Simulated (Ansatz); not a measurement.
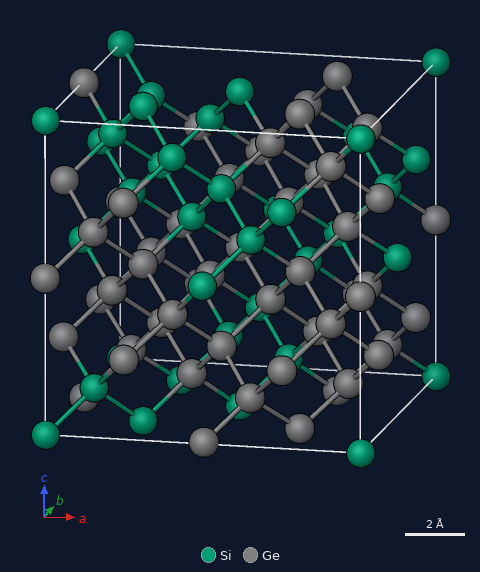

Starting structure of a crystal of Si$_{24}$Ge$_{40}$ (a generated structure, set up in P1). A ball-and-stick model of the cell of the calculation, seen slightly off an axis.

These are results of DFT, PBEsol, PAW, plane waves (Ansatz 0.2.0), not measurements.

(plane-wave cutoff 420 eV; k-point mesh 1 × 1 × 1; mesh shifted by (0.25, 0.25, 0.25); no spin polarisation; cell relaxed at fixed shape; force threshold 0.03 eV/Å; at most 80 steps)

```
CELL_PARAMETERS angstrom
11.16665 0.00000 0.00000
0.00000 11.16665 0.00000
0.00000 0.00000 11.16665
ATOMIC_POSITIONS crystal
Si 0.00208 0.00035 0.99908
Si 0.99906 0.49934 0.49956
Si 0.49828 0.00312 0.50088
Si 0.49915 0.49750 0.99920
Si 0.12644 0.12437 0.12578
Si 0.12656 0.62413 0.62670
Si 0.62347 0.12544 0.62514
Si 0.62356 0.62625 0.12689
Si 0.25148 0.25106 0.99765
Si 0.25049 0.75218 0.00455
Si 0.74843 0.75398 0.50028
Si 0.37607 0.37681 0.62344
Si 0.37407 0.87215 0.12454
Si 0.87724 0.87561 0.62497
Si 0.24876 0.50264 0.74969
Si 0.75105 0.00064 0.75067
Si 0.37392 0.12281 0.87331
Si 0.37414 0.62705 0.87566
Si 0.99828 0.75254 0.74973
Si 0.49950 0.24879 0.75052
Si 0.50023 0.75288 0.25114
Si 0.12552 0.37583 0.87348
Si 0.12615 0.87970 0.87108
Si 0.62537 0.87640 0.37733
Ge 0.00091 0.99828 0.49810
Ge 0.00463 0.49924 0.99806
Ge 0.50305 0.00438 0.00443
Ge 0.50001 0.50061 0.50328
Ge 0.12307 0.12504 0.62101
Ge 0.12379 0.62766 0.12519
Ge 0.62187 0.12219 0.12403
Ge 0.62470 0.62203 0.62486
Ge 0.25057 0.25083 0.49574
Ge 0.25194 0.75066 0.50221
Ge 0.74794 0.25178 0.00207
Ge 0.74968 0.25072 0.50192
Ge 0.74874 0.74764 0.00129
Ge 0.37650 0.37370 0.12532
Ge 0.37517 0.87494 0.62374
Ge 0.87408 0.37140 0.12315
Ge 0.87071 0.37239 0.62238
Ge 0.87765 0.87159 0.12529
Ge 0.25036 0.99815 0.25282
Ge 0.24848 0.00016 0.75128
Ge 0.25080 0.49856 0.24973
Ge 0.75159 0.99949 0.24768
Ge 0.74639 0.49886 0.25142
Ge 0.75001 0.49980 0.75078
Ge 0.37463 0.12557 0.37357
Ge 0.37448 0.62530 0.37681
Ge 0.87626 0.12790 0.37254
Ge 0.87795 0.12301 0.87471
Ge 0.87331 0.62554 0.37160
Ge 0.87287 0.62603 0.87346
Ge 0.99900 0.24820 0.25054
Ge 0.00159 0.25148 0.74819
Ge 0.99713 0.74976 0.24773
Ge 0.50010 0.25223 0.24938
Ge 0.50179 0.75369 0.74812
Ge 0.12358 0.37382 0.37534
Ge 0.12768 0.87413 0.37492
Ge 0.62611 0.37476 0.37592
Ge 0.62531 0.37562 0.87368
Ge 0.62275 0.87693 0.87290
```

### Predict the outcome.

Over 4 geometry steps the energy falls by 17.6 meV per atom. The largest force component goes from 1.4 to 0.016 eV/Å. Pressure: −0.14 GPa at the start and −0.01 GPa at the end. The atom that moves furthest relative to the cell is Ge27 (0.12 Å roughly along [−2 −1 −2]). Largest moves by element: Ge 0.12 Å, Si 0.09 Å. The drawn cell changes as follows: a = b = c 11.167 → 11.151 Å (−0.1 %); the volume changes by −0.4 %. Among the contacts that change: Ge27–Ge31 2.297 → 2.434 Å, Si10–Si23 2.485 → 2.377 Å, Ge36–Ge41 2.341 → 2.445 Å, Ge51–Ge55 2.353 → 2.448 Å. Among the angles between lasting bonds that change: Ge27–Si17–Ge44 112.2° → 106.6°, Si11–Ge32–Ge59 106.0° → 110.7°, Ge27–Ge64–Ge59 112.2° → 107.6°. The space group stays P1 (No. 1). The run took 4.9 s on 1 × NVIDIA GB200 with 8 threads of Arm Neoverse-V2, peak memory 1.9 GiB.

Step by step:

| step | E − E(0), meV/atom | largest force component, eV/Å | pressure, GPa |
| --- | --- | --- | --- |
| 0 | 0.00 | 1.3995 | -0.14 |
| 1 | -16.75 | 0.3267 | 0.03 |
| 2 | -17.58 | 0.0341 | 0.02 |
| 3 | -17.59 | 0.0157 | 0.00 |
| 4 | -17.58 | 0.0157 | -0.01 |

The end point in the same view:

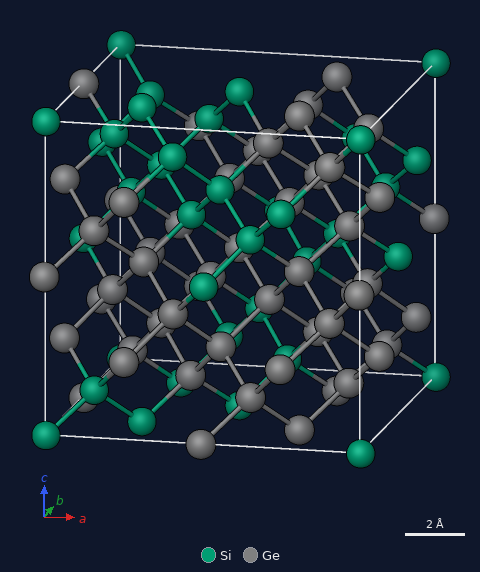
